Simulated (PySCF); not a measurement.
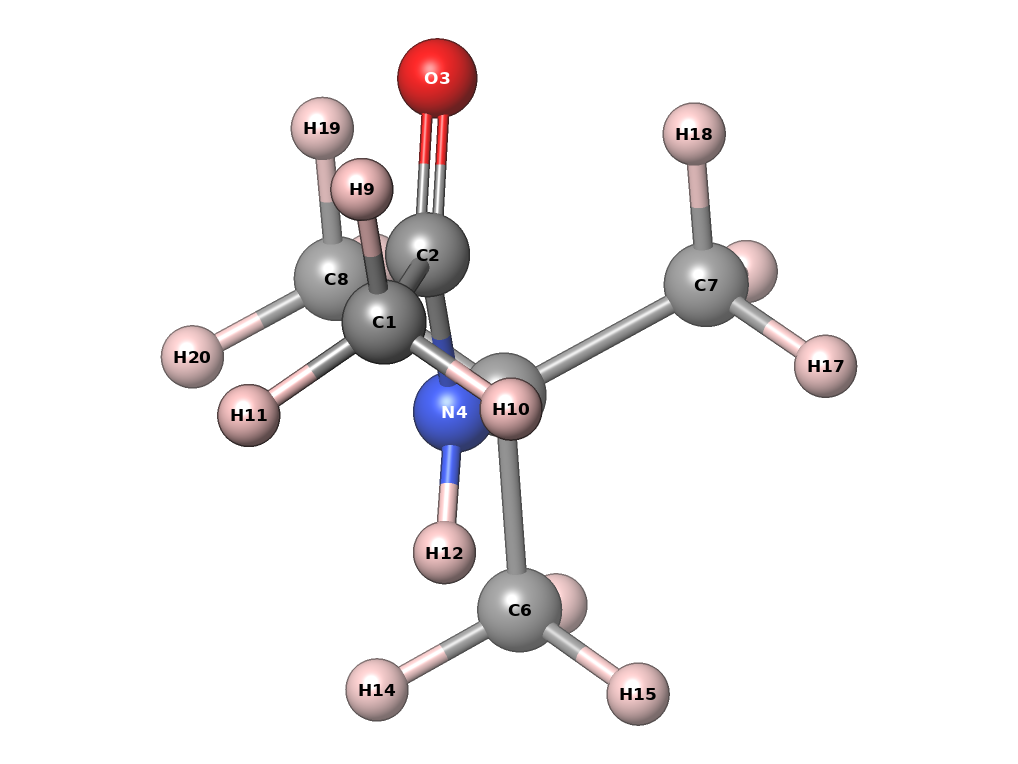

C5 lies behind N4. The molecule seen a little off the N4–C5 bond, N4 in front. Distant atoms are faded towards the background colour. Computed geometry: GFN2-xTB optimisation. No frequency run is at hand to confirm it as a minimum.

Question: What is the torsion angle C2–N4–C5–C6? The sign is positive where the front bond must turn clockwise to cover the back bond.

Answer: 180°, antiperiplanar (anti).
